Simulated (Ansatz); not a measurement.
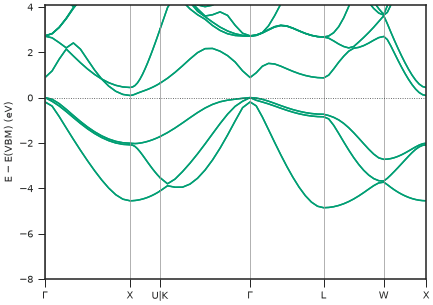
Figure. Band structure from the program Ansatz at the PBE with spin–orbit coupling level (PAW)

Problem. Read off the gap and where the band edges lie.

Solution. About 0.1 eV (0.09 eV by a search for the band edges); maximum at Γ, minimum at X.

The material is Mg2Ge (anti-fluorite, Fm-3m).

Symmetry was held in the PBE relaxation; of distortions, only those at the zone centre were tested.

Potentials: the later of the program's two PAW sets.
